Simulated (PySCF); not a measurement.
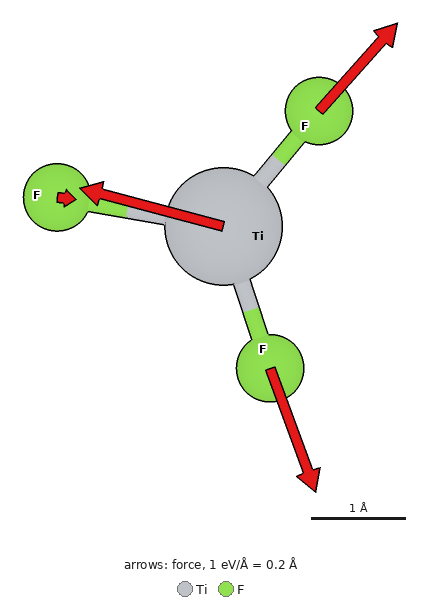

Starting geometry of TiF$_{3}$ (multiplicity 2) with the computed forces as red arrows. Style: ball-and-stick. Shown face on.

The start comes from GFN2-xTB. Its atoms were then displaced at random by about 0.03 Å.

These are results of PySCF, PBE0-D3(BJ)/def2-SVP geometry optimisation, gas phase, not measurements. 

Is this structure relaxed? If not, where do the atoms go?

Answer. It isn't relaxed: the largest force vector, on the Ti atom, is 8.03 eV/Å. The atoms end up moving mostly along the starting forces (cosine between the two patterns 0.90). The atom that moves furthest after the best rigid fit is an F atom (0.13 Å). Largest moves by element: F 0.13 Å, Ti 0.07 Å. Among the contacts that change: F–Ti 1.602 → 1.755 Å, F–Ti 1.816 → 1.754 Å. Among the angles between lasting bonds that change: F–Ti–F 117.3° → 120.2°, F–Ti–F 122.5° → 120.1°. Over 4 geometry steps the energy falls by 21.1 kcal/mol. Cost: 31 s on 1 thread of Intel(R) Xeon(R) 6975P-C, on a shared host.
